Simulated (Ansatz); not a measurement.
```yaml
atoms:
  - { symbol: Sn, position_ang: [-0.0021, 0.0036, -1.1415] }
  - { symbol: C, position_ang: [0.0024, -0.0041, 1.2889] }
  - { symbol: H, position_ang: [-0.7696, 0.7700, 1.4127] }
  - { symbol: H, position_ang: [1.0595, 0.2771, 1.4077] }
  - { symbol: H, position_ang: [-0.2819, -1.0605, 1.4060] }
  - { symbol: F, position_ang: [1.8075, 0.4459, -1.4602] }
  - { symbol: F, position_ang: [-1.2901, 1.3517, -1.4512] }
  - { symbol: F, position_ang: [-0.5257, -1.7838, -1.4625] }
```

Geometry: PBE0-D4/def2-SVP; core potentials replace the inner electrons of Sn.

Method: Ansatz, UKS PBE0-D4/def2-TZVP.

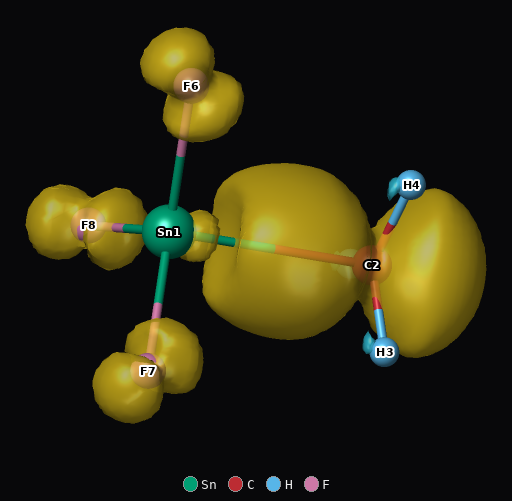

CH3F3Sn (charge +1, doublet). Isosurfaces of the spin density (α minus β) at +0.03 (yellow) and −0.03 e/Å³ (cyan), seen at a tilt.

Where is the unpaired spin?

The unpaired spin (1 electron) lies mostly on C2 (about 0.5) and Sn1 (about 0.2), in electrons by Hirshfeld's partition.
